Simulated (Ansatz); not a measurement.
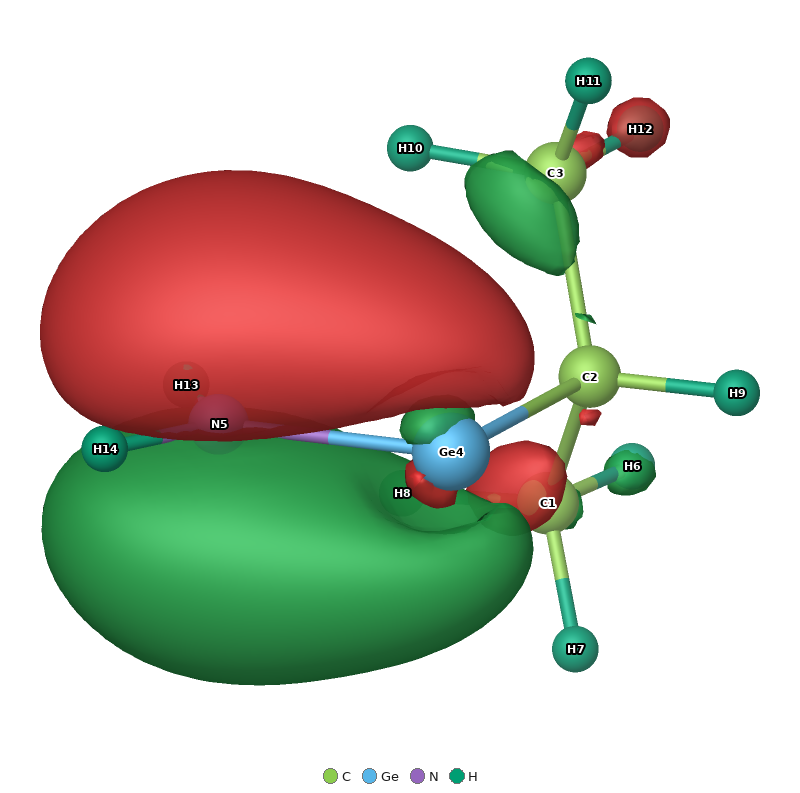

Figure 1: C$_{3}$H$_{9}$GeN (SMILES C[CH](C)[Ge][NH2]). The HOMO−1 at ±0.08 Å⁻³ᐟ² (green and red are the two phases), seen at a tilt.

Geometry: PBE0-D4/def2-TZVP.

Level of theory: RKS PBE0-D4/def2-TZVPP in Ansatz 0.2.0.

The calculation's input:

```
crystal:
  periodic: [false, false, false]
  atoms:
    - {symbol: C, position_ang: [-1.146590, 0.053394, 0.955860]}
    - {symbol: C, position_ang: [0.278349, 0.491727, 0.648393]}
    - {symbol: C, position_ang: [1.228306, -0.694929, 0.547656]}
    - {symbol: Ge, position_ang: [0.391047, 1.655794, -1.004721]}
    - {symbol: N, position_ang: [-0.278854, 0.432747, -2.171922]}
    - {symbol: H, position_ang: [-1.194047, -0.512542, 1.894013]}
    - {symbol: H, position_ang: [-1.830134, 0.902116, 1.054218]}
    - {symbol: H, position_ang: [-1.548992, -0.594933, 0.171286]}
    - {symbol: H, position_ang: [0.623191, 1.140412, 1.462498]}
    - {symbol: H, position_ang: [0.935518, -1.377379, -0.256310]}
    - {symbol: H, position_ang: [2.259519, -0.386549, 0.348763]}
    - {symbol: H, position_ang: [1.237878, -1.276305, 1.477387]}
    - {symbol: H, position_ang: [-0.587023, -0.501405, -1.945930]}
    - {symbol: H, position_ang: [-0.380967, 0.638553, -3.152292]}
basis:
  gaussian: {orbitals: def2-TZVPP}
hamiltonian: {xc: pbe0, dispersion: d4}
output: {orbitals: {seedname: orbitals}}
```

Run with:

```sh
ansatz run in.yaml --threads 8 --pin off --events-out ev --progress --plain --max-ram 18278MiB
```

### What is the character of this orbital?

It lies mainly on N5 (about 70 %) and Ge4 (about 15 %). Its energy is −7.81 eV.
